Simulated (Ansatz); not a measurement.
# HNO (nitroxyl) at 6 levels

Wanted: a comparison of 6 runs (HF/STO-3G, SVWN5/STO-3G, UPBE/STO-3G, r2SCAN0/STO-3G, CCSDT/STO-3G, CCSDTQ/STO-3G) of HNO (nitroxyl). 

The calculation is run with Ansatz 0.2.0.

50 further runs of the same task are left out: 1 that didn't finish, 49 set aside as unsound or not needed.

## 1. Starting point

The species is HNO (3 atoms), meant as a singlet with charge 0. SMILES: `N=O`. The H3–N1 distance was set to 1.595 Å, away from the relaxed value. At this shape a bond of the SMILES string is far longer than usual.

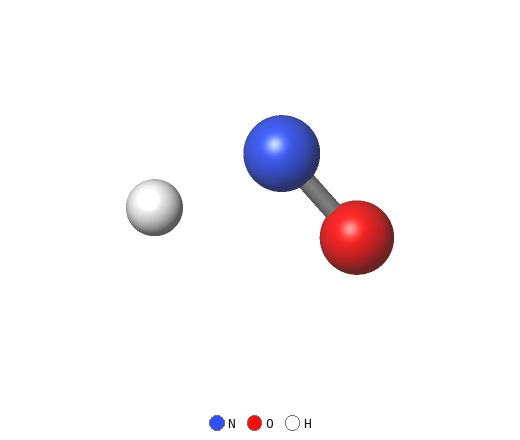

The structure, seen from a chosen angle (nitrogen blue, oxygen red, hydrogen white).

## 2. A single-point energy at HF/STO-3G (run 1)

Input file molecule.yaml:

```yaml
crystal:
  periodic: [false, false, false]
  atoms:
    - {symbol: "N", position_ang: [-0.189757, 0.824137, -0.006073]}
    - {symbol: O, position_ang: [0.849243, 0.908547, 0.567587]}
    - {symbol: H, position_ang: [-0.471600, -0.709980, -0.339350]}
basis:
  gaussian:
    orbitals: STO-3G
hamiltonian:
  xc: hf
accuracy: high
```

Launch:

```sh
$ ansatz run molecule.yaml --threads 1 --pin off --max-ram 3480MiB --events-out events.jsonl --progress --plain --runs-dir runs
```

Output:

```text
Warning: RAYON_NUM_THREADS=1 ignored (pool sized by the plan → 1); use --threads N
Functional definition: HF
  name "HF"
  exchange = exact_x
  correlation = 0
168 factors; integrals over basis functions are off by at most 3.0e-8 eV
mean field evaluation 1: about -3480.4942 eV, gradient 1.9e1 eV
mean field evaluation 2: about -3480.5631 eV, gradient 1.9e1 eV
mean field evaluation 4: about -3482.1075 eV, gradient 2.1e0 eV
mean field evaluation 8: about -3482.1439 eV, gradient 6.4e-4 eV
mean field -3482.14390167 eV, -127.9664281046 hartree, gradient 2.7e-8 eV, S^2 0.000000; 0 other end points of the search recorded, 0 dependent functions left out
reference -3482.14390167 eV, -127.9664281046 hartree; 8, 8 occupied and 3, 3 virtual orbitals, 168 factors
Total energy: -3482.14390167 eV, -127.9664281046 hartree
```

It took 0.08 s on 1 thread of AMD EPYC 7R43 (Zen 3), shared host.

## 3. A single-point energy at SVWN5/STO-3G (run 2)

Input file run.yaml:

```yaml
crystal:
  periodic: [false, false, false]
  atoms:
    - {symbol: N, position_ang: [-0.189757, 0.824137, -0.006073]}
    - {symbol: O, position_ang: [0.849243, 0.908547, 0.567587]}
    - {symbol: H, position_ang: [-0.471600, -0.709980, -0.339350]}
basis:
  gaussian:
    orbitals: STO-3G
hamiltonian:
  xc: {name: SVWN5}
magnetization:
  spin_polarized: false
  initial_magnetization: 0
accuracy: high
```

Launch:

```sh
$ ansatz run run.yaml --threads 1 --pin off --max-ram 3480MiB --events-out events.jsonl --progress --plain --runs-dir runs
```

Output:

```text
Warning: RAYON_NUM_THREADS=1 ignored (pool sized by the plan → 1); use --threads N
Functional definition: SVWN5
  name "SVWN5"
  exchange = slater_x
  correlation = vwn5_c
168 factors; integrals over basis functions are off by at most 3.0e-8 eV
mean field evaluation 1: about -3472.3124 eV, gradient 1.7e1 eV
mean field evaluation 2: about -3466.8206 eV, gradient 3.0e1 eV
mean field evaluation 4: about -3473.5558 eV, gradient 6.6e0 eV
mean field evaluation 8: about -3473.7401 eV, gradient 2.2e-1 eV
mean field evaluation 16: about -3473.7403 eV, gradient 1.7e-6 eV
mean field evaluation 32: about -3464.3162 eV, gradient 1.9e1 eV
mean field -3473.74028029 eV, -127.6576007148 hartree, gradient 1.6e-8 eV, S^2 0.000000; 3 other end points of the search recorded, 0 dependent functions left out
reference -3473.74028132 eV, -127.6576007529 hartree; 8, 8 occupied and 3, 3 virtual orbitals, 168 factors
Total energy: -3473.74028132 eV, -127.6576007529 hartree
```

Run time: 0.46 s. Hardware: 1 thread of AMD EPYC 7R43 (Zen 3), shared host.

Run 3 isn't shown in full; the table further down has it.

## 4. A single-point energy at r2SCAN0/STO-3G (run 4)

Input file run.yaml:

```yaml
crystal:
  periodic: [false, false, false]
  atoms:
    - symbol: N
      position_ang: [-0.189757, 0.824137, -0.006073]
    - symbol: O
      position_ang: [0.849243, 0.908547, 0.567587]
    - symbol: H
      position_ang: [-0.471600, -0.709980, -0.339350]
basis:
  gaussian:
    orbitals: STO-3G
accuracy: high
hamiltonian:
  xc: {name: r2SCAN0}
```

Launch:

```sh
$ ansatz run run.yaml --threads 1 --pin off --max-ram 3480MiB --events-out events.jsonl --progress --plain --runs-dir runs
```

Output:

```text
Warning: RAYON_NUM_THREADS=1 ignored (pool sized by the plan → 1); use --threads N
Functional definition: r2SCAN0
  name "r2SCAN0"
  parameter a = 0.25
  parameter k0 = 0.174
  parameter k1 = 0.065
  parameter a1 = 4.9479
  exchange = (1 - a)*r2scan_x(k0 = k0, k1 = k1, a1 = a1) + a*exact_x
  correlation = r2scan_c
168 factors; integrals over basis functions are off by at most 3.0e-8 eV
mean field evaluation 1: about -3497.5299 eV, gradient 1.5e1 eV
mean field evaluation 2: about -3496.2250 eV, gradient 2.0e1 eV
mean field evaluation 4: about -3498.8355 eV, gradient 2.3e0 eV
mean field evaluation 8: about -3498.8239 eV, gradient 6.8e-2 eV
mean field evaluation 16: about -3498.8240 eV, gradient 1.4e-8 eV
mean field -3498.82395473 eV, -128.5794087483 hartree, gradient 1.3e-8 eV, S^2 0.000000; 0 other end points of the search recorded, 0 dependent functions left out
reference -3498.82395490 eV, -128.5794087545 hartree; 8, 8 occupied and 3, 3 virtual orbitals, 168 factors
Total energy: -3498.82395490 eV, -128.5794087545 hartree
```

It took 0.85 s on 1 thread of AMD EPYC 7R43 (Zen 3), shared host; peak memory 0.12 GiB.

Run 5 isn't shown in full; the table further down has it.

## 5. A single-point energy at CCSDTQ/STO-3G (run 6)

Input file job.yaml:

```yaml
crystal:
  periodic: [false, false, false]
  atoms:
    - symbol: N
      position_ang: [-0.189757, 0.824137, -0.006073]
    - symbol: O
      position_ang: [0.849243, 0.908547, 0.567587]
    - symbol: H
      position_ang: [-0.471600, -0.709980, -0.339350]
basis:
  gaussian:
    orbitals: STO-3G
correlation:
  method: ccsdtq
  frozen_orbitals: {H: 0, "N": 1, O: 1}
scf:
  omitted_lower_state_checks: [cluster_reference, increment]
accuracy: high
```

Launch:

```sh
$ ansatz run job.yaml --threads 1 --pin off --max-ram 3480MiB --events-out events.jsonl --progress --plain --runs-dir runs
```

Output (excerpt; [...] marks lines left out):

```text
Warning: RAYON_NUM_THREADS=1 ignored (pool sized by the plan → 1); use --threads N
[... 2 set-up lines as earlier in the session ...]
[...]
168 factors; integrals over basis functions are off by at most 3.0e-8 eV
[...]
mean field -3482.14390167 eV, -127.9664281046 hartree, gradient 2.7e-8 eV, S^2 0.000000; 0 other end points of the search recorded, 0 dependent functions left out; unrestricted orbitals would lower it
2 core orbitals not correlated: weight in the atoms' cores, before any rotation towards them, 1.000 or more for the frozen orbitals, at most 0.000 for the correlated occupied ones
reference -3482.14390167 eV, -127.9664281046 hartree; 6, 6 occupied and 3, 3 virtual orbitals, 168 factors
second order -4.36017541 eV of doubles, -0.00000000 eV of singles
cycle   1  -4.77209016 eV  change   -4.1e-1 eV  update   1.4e-1
[...]
cycle  33  -5.64995819 eV  change   8.4e-11 eV  update  1.2e-10
Total energy: -3487.79385986 eV, -128.1740602383 hartree
Checks for a lower state left out: cluster_reference, increment
```

Wall time 3.6 s (1 thread of AMD EPYC 7R43 (Zen 3), shared host); peak memory 0.2 GiB.

## 6. Overview of the runs

| run | level | frozen core orbitals | energy (Eh) | wall time |
| --- | --- | --- | --- | --- |
| 1 | HF/STO-3G | – | -127.966428 | 0.08 s |
| 2 | SVWN5/STO-3G | – | -127.657601 | 0.46 s |
| 3 | UPBE/STO-3G | – | -128.530520 | 0.93 s |
| 4 | r2SCAN0/STO-3G | – | -128.579409 | 0.85 s |
| 5 | CCSDT/STO-3G | 2 | -128.173283 | 0.35 s |
| 6 | CCSDTQ/STO-3G | 2 | -128.174060 | 3.6 s |

## 7. Results

| quantity | value |
| --- | --- |
| run 6: total energy | -128.17406 Eh |
| run 6: correlation energy (2 core orbitals frozen) | -207.6 mEh |
| run 6: T1 diagnostic | 0.022 |

**Reading.** Below the HF energy at the same shape and in the same basis (STO-3G): CCSDT -206.9 mEh; CCSDTQ -207.6 mEh. Totals of different functionals can't be ranked against each other. In runs 5, 6 the log says that unrestricted orbitals would lower the reference, so the values rest on an unstable closed-shell determinant (other closed-shell runs at this shape may share the fault). In runs 1, 2, 3, 4, 5, 6 the basis is minimal, so the values are rough. All runs together took 6.3 s, the longest 3.6 s.
